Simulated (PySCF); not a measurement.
C₄H₄ClFO (charge +1, doublet)

```xyz
11

C    -1.1791   -0.7001   -0.3174
C    -0.4344    0.5752   -0.0827
F    -0.9833    1.6107   -0.7036
Cl   -0.3351    1.0255    1.7544
C     1.0575    0.6131   -0.1859
C     1.8922   -0.4073    0.0140
O     2.6237   -1.2585    0.1603
H    -2.2293   -0.5670   -0.0602
H    -0.7674   -1.5225    0.2593
H    -1.1339   -0.9433   -1.3803
H     1.4946    1.5768   -0.4440
```

Geometry: GFN2-xTB.

Method: UKS B3LYP, pcH-1 on C Cl F H O, non-relativistic, mean-field spin-orbit, GIAO in PySCF 2.14.0, density-fitted response routines.

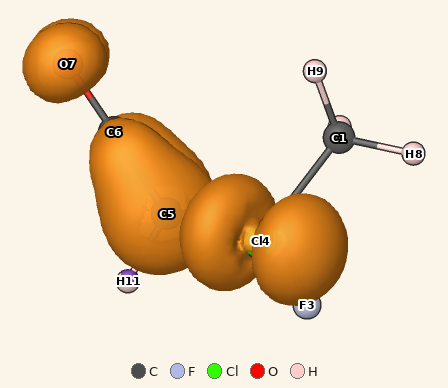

Figure 1. Isosurfaces of the spin density (α minus β) at +0.03 (orange) and −0.03 e/Å³ (purple), seen at a tilt.

Question: Where is the unpaired spin?

Answer: The unpaired spin (1 electron) lies mostly on C5 (about 0.3), Cl4 (about 0.3), O7 (about 0.2) and C6 (about 0.1), in electrons by Hirshfeld's partition.

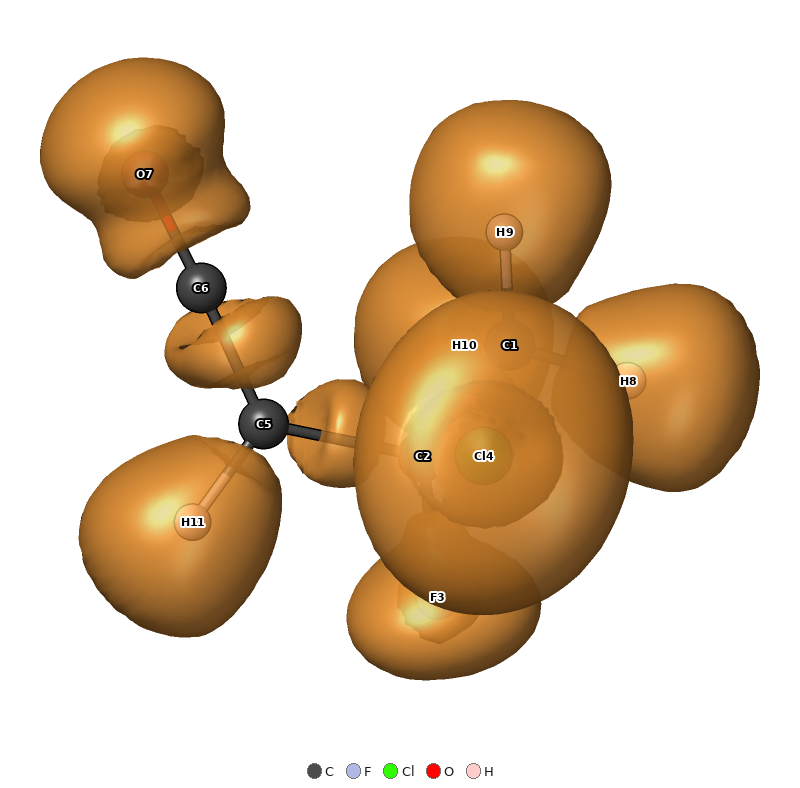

Figure 2. Isosurface of the electron localisation function at 0.75 (orange), seen at a tilt. Only the valence region is drawn (cores and ρ < 0.01 e/Å³ removed).

Question: Describe the localisation domains.

Answer: The ELF exceeds this value in three regions between bonded C–C atoms (shared pairs), four regions around hydrogen nuclei, one region on Cl in which the atom's valence shell and bonds are merged, one region on F in which the atom's valence shell and bonds are merged and one region on O in which the atom's valence shell and bonds are merged. Along the contacts the grid gives the following. C–O (1.13 Å): the ELF peaks at about 0.85 between the atoms; a short, multiple covalent bond. C–F (1.33 Å): the ELF peaks at about 0.85 between the atoms, as expected for a polar covalent bond.
